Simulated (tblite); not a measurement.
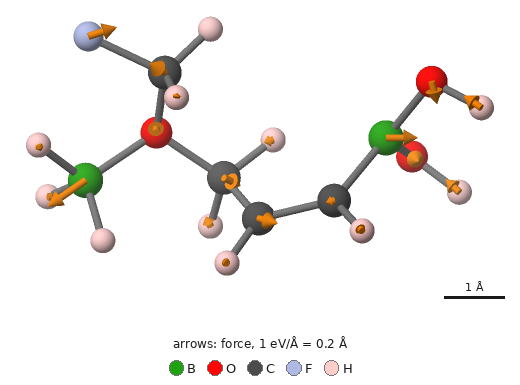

Starting geometry of C$_{4}$H$_{11}$B$_{2}$FO$_{3}$ with the computed forces as orange arrows. Style: ball-and-stick. Shown at a tilt.

The calculation used GFN2-xTB geometry optimisation, gas phase in tblite 0.8.0. 

Question: Is this structure relaxed? If not, where do the atoms go?

Answer: It isn't relaxed: the largest force vector, on a B atom, is 3.92 eV/Å. The final displacements follow the starting forces only in part (cosine between the two patterns 0.34). The F atom moves most after the best rigid fit: 2.22 Å. By element the largest moves are F 2.22 Å, H 1.70 Å, O 1.04 Å, B 0.41 Å, C 0.19 Å. Some distances before and after: B–O 1.462 → 1.676 Å, B–O 1.474 → 1.357 Å, B–O 1.452 → 1.354 Å, C–O 1.380 → 1.443 Å. Bond angles that change, for instance: B–O–H 104.3° → 117.1°, O–B–H 112.8° → 102.5°, C–C–H 123.6° → 114.0°. Groups turn about C–O by about 110°, B–O by about 90°, B–O by about 90°. After 161 geometry steps the energy has fallen by 66.1 kcal/mol.
